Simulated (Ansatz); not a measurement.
# Y4S3N2 (C2/m):H_i (bond centre, by S), thermodynamic levels from a 54-atom cell, part 2 of 2

Aim: at which Fermi levels does H_i (bond centre, by S) in Y4S3N2 (C2/m) change its charge? The model is a cell of 54 host atoms with 1 H put in.

Ansatz; place-levels on PBEsol runs: charge-transition levels and formation energies with image-charge correction and potential alignment at the atomic sites.

So far: The structure; What was run first; place-levels, PBEsol.

### Step 3. place-levels, PBEsol (continued)

Levels between the charges placed, in eV above the valence top:

```csv
,gap (eV),(+1/0),(0/−1)
PBEsol,1.27,1.26,0.49
```

Corrections by state:

| charge | moment (μB) | image terms and alignment (eV) | band filling (eV) | ε used | over the lowest of its charge, as the program ranks them, band filling apart (eV) |
| --- | --- | --- | --- | --- | --- |
| +1 | 0.0 | 0.150 | - | principal values (12.97, 15.04, 17.01) | 0.000 |
| 0 | 1.0 | 0.000 | - | - | 0.000 |
| −1 | 0.0 | 0.084 | - | principal values (12.97, 15.04, 17.01) | 0.000 |

The charged structures listed were also run neutral, and place-levels reads from each pair, by the potential or the spins, how wide the charge is by which they differ; that can be the carrier of either run.

```
charge  rms radius (Å)  spread where it is widest against the cell (Å)  wide from (Å)  reading
    +1             5.9                                            4.96           1.97     wide
    −1             3.6                                            2.28           1.73     wide
```

The neutral runs of these pairs need not share the spin of the lowest neutral state, and very wide values only mean spread over the cell.

From the program's caveats on the states, each cut to its opening words:

- charge +1: it parts from the run at its places by a charge that spreads by about 5 Å along one vector (2 Å or more is wide), by its potential at epsilon [6.75, 7, 6.49], [...]
- charge +1: its displacements don't fall off away from the defect: farther atoms stand 0.022 Å off the host's places
- charge 0 (1 μB): its displacements don't fall off away from the defect: farther atoms stand 0.021 Å off the host's places
- charge −1: it parts from the run at its places by a charge that spreads by about 2.3 Å along one vector (1.7 Å or more is wide), by its potential at epsilon [6.75, 7, [...]
- charge −1: its sublattices stand up to 0.0160 Å off the host's, which by the two runs' forces adds about -0.01 eV to its energy against the host's, and moves the band [...]
- charge −1: its displacements don't fall off away from the defect: farther atoms stand 0.036 Å off the host's places

Chemical potentials of the elements' reference phases, run alike. Formation energies (elemental references), with the Fermi level at the valence top and at the conduction bottom (gap 1.27 eV):

```csv
charge,at valence top (eV),at conduction bottom (eV),correction included (eV)
+1,0.19,1.45,0.15
0,1.45,1.45,0.00
−1,1.94,0.67,0.08
```

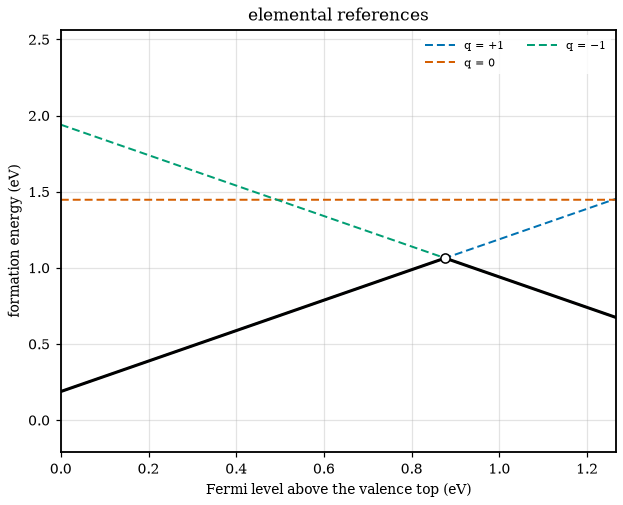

Formation energy against Fermi level; the thick line follows the lowest charge state and circles mark the transition levels.

Charge transition levels, in eV, zero at the valence-band top of the host:

|  | conduction bottom | valence top |
| --- | --- | --- |
| H_i (bond centre, by S) | 1.27 | 0.00 |

```csv
,level,energy (eV)
"H_i (bond centre, by S)",(+1/−1),0.88
```

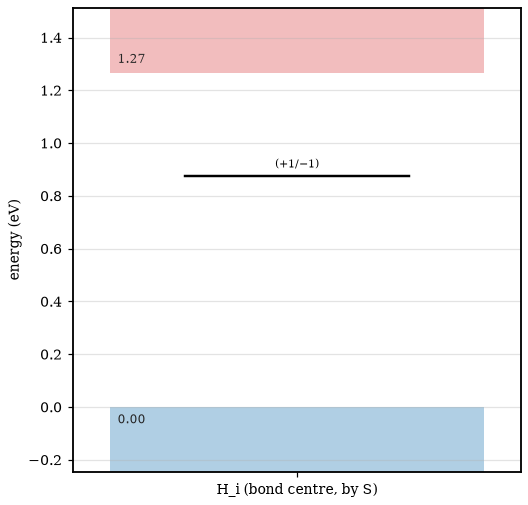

Charge transition levels. Shaded: valence and conduction bands.

### Step 4. Effect of the sampling

The relaxations' own energies give the levels at their sampling, for comparison.

File levels.relax_mesh.yaml:

```yaml
host:
  run: host.relax.run
  levels_from: { run: edges.relax.run }
states: [qm1.relax.run, q0_M1.relax.run, qp1.relax.run]
chemical_potentials:
  H:
    energy: -15.609288
    dataset: "<sha256 of the dataset>"
```

Launch:

```console
$ ansatz place-levels levels.relax_mesh.yaml -- --threads 4 --pin off --max-ram 7536MiB
```

What it wrote:

```text
(+1/0) 1.294 eV above the valence edge, in the conduction band; not on the lower envelope
[...]
formation energy of charge +1: +0.130 eV with the Fermi level at the valence edge
formation energy of charge 0: +1.424 eV with the Fermi level at the valence edge
formation energy of charge -1: +1.939 eV with the Fermi level at the valence edge
  edges by pbesol of host.levels_from (edges.relax.run), its mesh sampled to repeats of 30.33 Å (the valence edge +0.154 eV and the conduction edge -0.214 eV from those of the host's own run), gap 1.266 eV; the host is sampled to repeats of 14.99 Å
[... the lines on each state left out ...]
```

Run time: 0.15 s. Hardware: 4 threads of Arm Neoverse V1, shared host.

Levels between neighbouring charges, in eV above the valence top:

```csv
,gap (eV),(+1/0),(0/−1)
"one point at (¼, ¼, ¼)",1.27,1.29,0.52
a 2×2×2 shifted mesh,1.27,1.26,0.49
```

Going from one point at (¼, ¼, ¼) to a 2×2×2 shifted mesh moves the levels that carry no band-filling term by up to 0.04 eV and formation energies against the elements by up to 0.06 eV.

### Step 5. What came out

```yaml
gap_of_the_host: 1.27 eV (PBEsol)
level_plus_1_over_0: 1.26 eV above the valence top, not a change between lowest states
level_0_minus_1: 0.49 eV above the valence top, not a change between lowest states
level_plus_1_minus_1: 0.88 eV above the valence top
lowest_of_the_charges_placed_just_above_the_valence_top_0p02_ev: +1
lowest_of_the_charges_placed_just_below_the_conduction_bottom_0p02_ev: −1
lowest_formation_energy_at_mid_gap_of_the_charges_run_elemental_references: 0.82 eV
```

What this shows: Of the charges placed (−1, 0 and +1), the lowest changes at 0.88 eV (+1/−1) above the valence top, in a gap of 1.27 eV. (+1/−1) passes over charge 0, which lies 0.38 eV above the two there; a lower structure or spin state of it, if missed, would change that. Charges above +1 and below −1 were not placed, so these runs say nothing of levels that involve them. States placed: +1 at 0 μB; 0 at 1 μB; −1 at 0 μB. Other spin states or structures, where not listed, weren't placed. At charge −1, 0 and +1 the atom put in ends up to 2.3 Å from its starting place, so the name tells the start alone and the levels can join different sites. H is taken at its element; compounds, which aren't counted here, bound the chemical potentials and would shift these formation energies. Going from one point at (¼, ¼, ¼) to a 2×2×2 shifted mesh moves the levels that carry no band-filling term by up to 0.04 eV and formation energies against the elements by up to 0.06 eV. Keep in mind: PBEsol makes the gap too small and tends to spread out bound carriers; where a gas molecule sets a chemical potential or the host's formation energy, its binding is uncorrected.

[Logs are printed without paths, hosts, clocks, repeated set-up lines and the standing remarks that a program may print on its own settings, such as how far it seeks lower states.]

[Hosts, paths, dates, database ids (printed as entryN), source tags and the programs' standing remarks are cut or masked in the printed files.]

[Where a table of states has a column of steps, it counts the stored structures, which are thinned; the runs took as many ionic steps or more.]

[A defect's name tells the site on which it was built; relaxed atoms can leave that site.]

[For some hosts the program warned that the k-mesh of the response run may be too coarse for force constants and the static dielectric constant; such warnings are not shown here.]
